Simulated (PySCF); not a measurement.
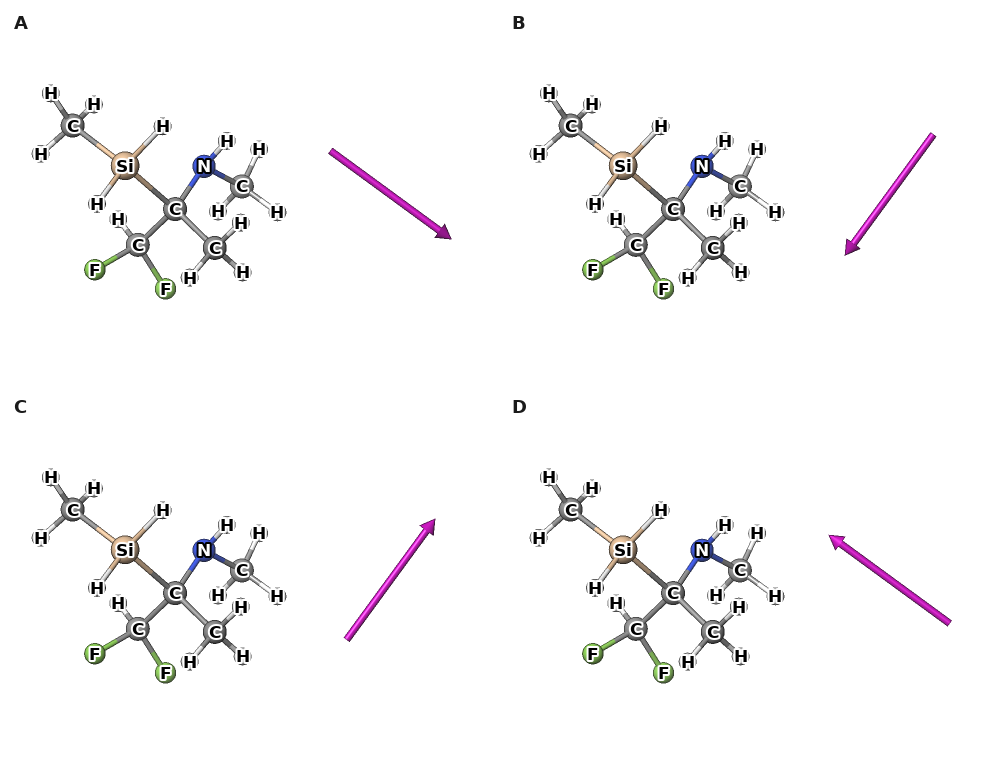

The same molecule four times, each with an arrow. Computed geometry: GFN2-xTB optimisation. No frequency run is at hand to confirm it as a minimum. Level of theory: PBE0/pcSseg-1, gas phase (PySCF 2.14.0).

Which arrow points along the dipole moment, from the negative to the positive end?

Answer. C. The dipole moment is 2.08 D.

The geometry is semi-empirical. Around Si such bond lengths and angles can be off by a tenth of an ångström or more and by several degrees, and values that hang on the shape move with them.
